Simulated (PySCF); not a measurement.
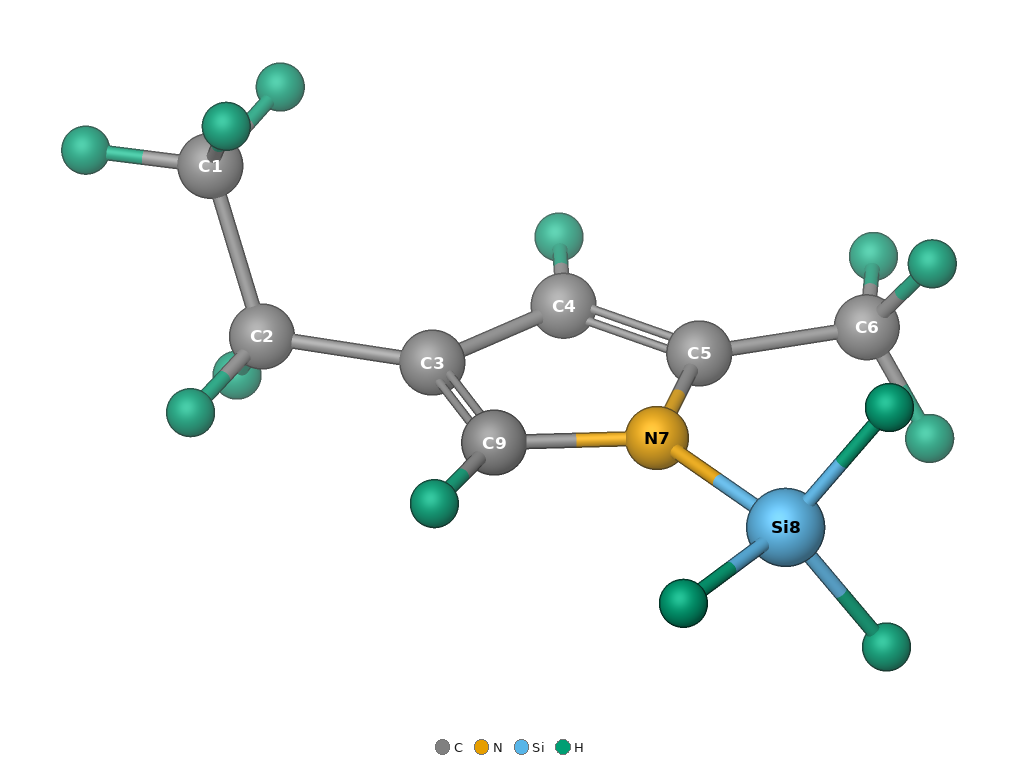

Atoms fade into the background with distance from the viewer. Computed geometry: PBE0-D3(BJ)/def2-SVP optimisation. No frequency run is at hand to confirm it as a minimum.

> What is the conformation of the ring C3–C4–C5–N7–C9?

It is planar. The Cremer–Pople amplitude Q is 0.00 Å.

> Give the torsion angles round the ring, beginning with the bond from its second to its third atom.

0°, 0°, 0°, 0°, 0°.
